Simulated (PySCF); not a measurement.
SMILES [Cl][Ge]([Cl])([Cl])[CH2][CH2][GeH3] (C₂H₇Cl₃Ge₂) at its CAM-B3LYP/def2-SVP optimised geometry (Å):

```
14

Ge    -1.6193    -2.9993     3.0870
C     -0.9536    -1.9788     1.5435
C     -1.4235    -0.5254     1.5265
Ge    -0.7424     0.4596     0.0000
Cl    -1.4059     2.4994     0.0000
Cl     1.4059     0.4596     0.0000
Cl    -1.3857    -0.4491    -1.8372
H     -1.1028    -4.4439     3.0233
H     -3.1569    -3.0030     3.0765
H     -1.1339    -2.3377     4.3875
H     -1.2790    -2.4994     0.6295
H      0.1463    -2.0278     1.5572
H     -2.5208    -0.4429     1.4800
H     -1.0947     0.0294     2.4194
```

Level of theory: PySCF with CAM-B3LYP/def2-TZVP.

Map of the electron localisation function on the plane z = 1.0 Å:

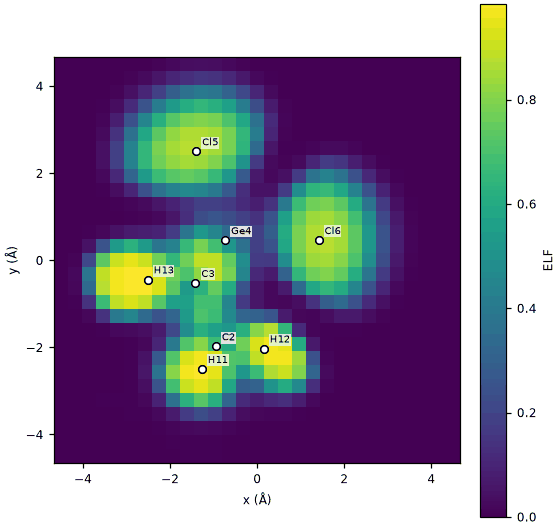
Figure: Electron localisation function on the plane z = 1.0 Å.
